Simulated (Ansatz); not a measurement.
Frequency calculation of SiH4BrF

SiH4BrF, computed with RHF/def2-SVP (Ansatz 0.2.0).

It belongs to a series of runs on one base structure; here: vibrations at the highest image of the band.

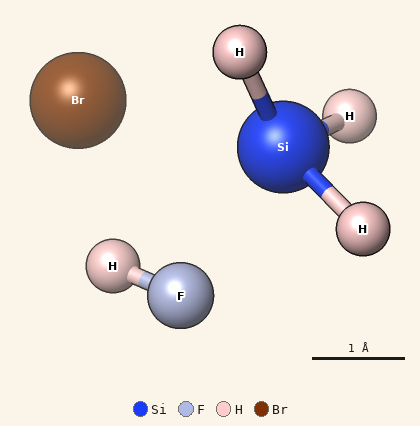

*The input geometry (ball-and-stick view, seen at a tilt).*

Summary

```json
{"quantity": "outcome", "value": "converged"}
{"quantity": "total energy", "value": "−80616.6002 eV"}
{"quantity": "mean-field energy", "value": "−80616.6002 eV"}
{"quantity": "largest force (length of the vector)", "value": "0.032 eV/Å"}
{"quantity": "hardware", "value": "1 thread of Arm Neoverse V1, 24 GiB of memory available, shared host"}
{"quantity": "wall time", "value": "34 s"}
{"quantity": "peak memory", "value": "0.16 GiB"}
```

Input file
```yaml
crystal:
  periodic: [false, false, false]
  atoms:
    - { symbol: Si, position_ang: [-0.09714, 0.0, -0.089122] }
    - { symbol: F, position_ang: [-0.216678, 0.0, 1.884219] }
    - { symbol: H, position_ang: [1.350855, 0.0, 0.200818] }
    - { symbol: H, position_ang: [-0.402353, 1.274455, -0.736262] }
    - { symbol: H, position_ang: [-0.402353, -1.274455, -0.736262] }
    - { symbol: Br, position_ang: [-2.69317, 0.0, 0.682609] }
    - { symbol: H, position_ang: [-1.170164, 0.0, 2.007299] }
basis:
  gaussian: { orbitals: def2-SVP }
hamiltonian:
  xc: hf
phonons: {}
```

Run as:
```bash
ansatz run input.yaml --threads 1 --pin off --max-ram 2048MiB --backend cpu --events-out ev --progress --plain --runs-dir out
```

The program's output
```
Engine: ansatz 0.2.0, aarch64-unknown-linux-gnu
Functional definition: HF
  exchange = exact_x
  correlation = 0
862 factors; integrals over basis functions are off by at most 6.1e-4 eV
mean field evaluation 1: about -80615.2726 eV, gradient 2.2e1 eV
mean field evaluation 2: about -80615.2897 eV, gradient 2.2e1 eV
mean field evaluation 4: about -80616.5856 eV, gradient 2.1e0 eV
mean field evaluation 8: about -80616.6002 eV, gradient 1.2e-4 eV
mean field -80616.60016263 eV, -2962.6054120823 hartree, gradient 2.0e-5 eV, S^2 0.000000; 0 other end points of the search recorded, 0 dependent functions left out
the calculation of the forces begins
reference -80616.60016263 eV, -2962.6054120823 hartree; 31, 31 occupied and 53, 53 virtual orbitals, 862 factors
these checks for a lower state are left out or cut short: stability, starts, cluster_reference, orbital_swaps, neighbouring_geometries, increment
862 factors; integrals over basis functions are off by at most 6.0e-4 eV
mean field evaluation 16: about -80616.6000 eV, gradient 1.2e-4 eV
mean field -80616.60004806 eV, -2962.6054078719 hartree, gradient 1.4e-6 eV, S^2 0.000000; 0 other end points of the search recorded, 0 dependent functions left out
[... from here on the field's lines of each further geometry are left out, up to the last ...]
the calculation of the forces begins
reference -80616.60015942 eV, -2962.6054119643 hartree; 31, 31 occupied and 53, 53 virtual orbitals, 862 factors
these checks for a lower state are left out or cut short: stability, starts, cluster_reference, orbital_swaps, neighbouring_geometries, increment
862 factors; integrals over basis functions are off by at most 6.1e-4 eV
mean field -80616.60014297 eV, -2962.6054113599 hartree, gradient 1.4e-6 eV, S^2 0.000000; 0 other end points of the search recorded, 0 dependent functions left out
the calculation of the forces begins
reference -80616.60014297 eV, -2962.6054113599 hartree; 31, 31 occupied and 53, 53 virtual orbitals, 862 factors
WARN: phonons: modes at or below zero, which the zero-point energy, F, S and C_V leave out: 1, the lowest at -281.87 cm⁻¹. A minimum has none, and a first-order saddle one
Total energy: -80616.60016263 eV, -2962.6054120823 hartree
Atom 0 at    -0.097140     0.000000    -0.089122 Å, force    -0.014820     0.000000     0.028008 eV/Å
Atom 1 at    -0.216678     0.000000     1.884219 Å, force    -0.011149    -0.000000    -0.009613 eV/Å
Atom 2 at     1.350855     0.000000     0.200818 Å, force     0.009697    -0.000000    -0.007478 eV/Å
Atom 3 at    -0.402353     1.274455    -0.736262 Å, force     0.003661     0.000852    -0.005076 eV/Å
Atom 4 at    -0.402353    -1.274455    -0.736262 Å, force     0.003661    -0.000852    -0.005076 eV/Å
Atom 5 at    -2.693170     0.000000     0.682609 Å, force    -0.005802     0.000000    -0.005439 eV/Å
Atom 6 at    -1.170164     0.000000     2.007299 Å, force     0.014752    -0.000000     0.004673 eV/Å
Dipole moment:     0.702879     0.000000    -0.034516 e Å
Vibrations: -281.87 86.80 290.95 338.47 660.88 699.34 762.90 931.19 1034.08 1081.06 1126.77 2356.18 2422.47 2457.55 3212.90 cm⁻¹, zero-point energy 1.082477 eV
```

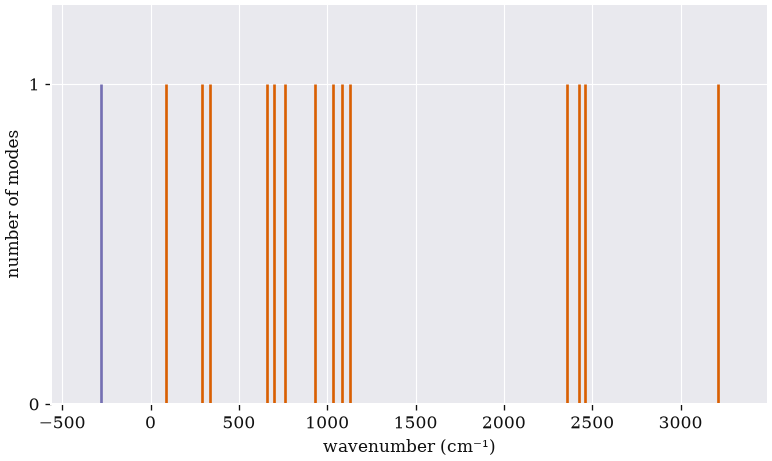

*Harmonic vibrational wavenumbers from the force constants; neighbouring modes closer than 16 cm⁻¹ are counted in one stick, and imaginary ones are drawn at negative wavenumbers.*

15 modes from 282i to 3213 cm⁻¹, 1 imaginary beyond 8i (282i cm⁻¹): a first-order saddle point, if the geometry is stationary.
